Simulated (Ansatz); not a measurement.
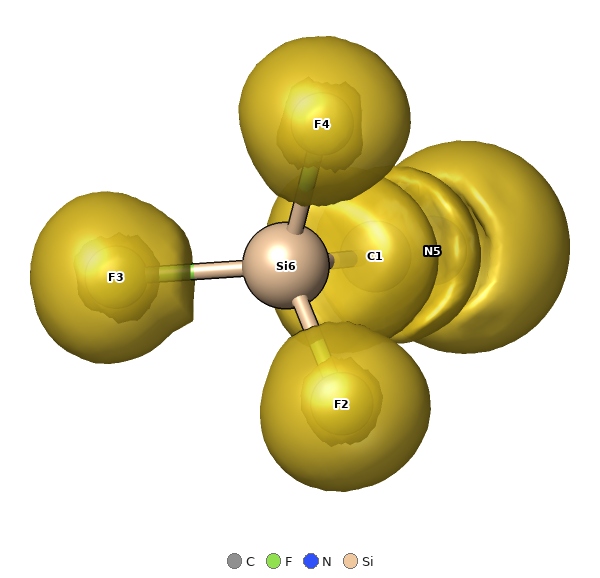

CF$_{3}$NSi (SMILES N#C[Si](F)(F)F). Isosurface of the electron localisation function at 0.75 (yellow), seen at an oblique angle. Only the valence region is drawn (cores and ρ < 0.01 e/Å³ removed).

Geometry: PBE0-D4/def2-SVP.

Level of theory: isolated molecule in a Gaussian basis; Kohn-Sham density functional theory, functional PBE0 in Ansatz.

```xyz
6

C     1.1413   -0.3841    0.4750
F    -1.3263   -1.1358   -0.5878
F    -0.2229    1.0248   -1.5095
F    -1.2442    1.0057    0.8763
N     2.1607   -0.7201    0.9092
Si   -0.4666    0.1453   -0.2093
```

> Describe the localisation domains.

At this value the surface marks out one region between bonded C–Si atoms (shared pairs), one region on N in which the atom's valence shell and bonds are merged and three regions wrapped around F (its lone pairs, merged into a ring or cap). Along the contacts the grid gives the following. C–N (1.16 Å): the ELF peaks at about 0.90 between the atoms: a multiple bond. Si–F (1.59 Å): the ELF peaks at about 0.85 in the valence shell of F, 0.6 Å from its nucleus, and is about 0.55 at the midpoint.
